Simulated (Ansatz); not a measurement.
Electronic density of states of amorphous Si30N45P3, density 2.90 g/cm³, on a 2×2×2 Γ-centred mesh with a Gaussian width of 0.1 eV; energies count from the Fermi level, whose place inside the gap is arbitrary. Cell and mesh are small, so fine structure isn't converged. Computed with PBE, scalar-relativistic without spin-orbit coupling (plane waves to 420 eV, PAW; Ansatz, a quantum-chemistry and plane-wave program). Sampling: a 2×2×2 Γ-centred mesh; Fermi-Dirac width 0.02 eV; no spin polarisation. At PBE the levels at both edges of the gap are localised (band-tail or defect states), and the nearest spread-out levels lie 2.9 eV apart at the zone centre.

A CHGNet melt-quench gave the starting glass, which DFT then relaxed. N atoms were pushed apart under 1.9 Å during the dynamics, to hinder bonds among them. The hot cell started wider than the set density and was brought back towards it in steps. It is the lowest in DFT energy of 2 quenches. It is a model cell: composition and starting density were chosen by hand, and all elements were melted together. No dispersion term was used. Its density started from a set value of 2.90 and ended at 2.90 g/cm³. The simulated quench (nominally 450 K/ps over its main leg) is rapid and tends to freeze in more defects than a deposited or slowly cooled glass has. One small periodic cell is one sample of the glass; other quenches scatter about these values. The volume was held where the preparation left it and the shape relaxed, at a PBE pressure of 3.2 GPa. Stress components on the final sampling reach 3.5 GPa. Cycles of charging lowered its energy after that relaxation.

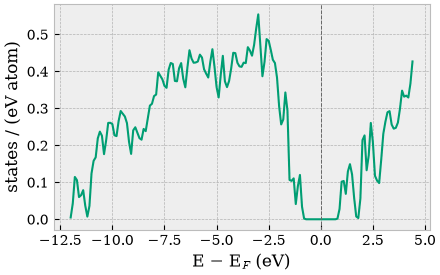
*Density of states per atom*

The gap between localised states on this mesh is 1.99 eV; the broadening fills part of it in the curve.
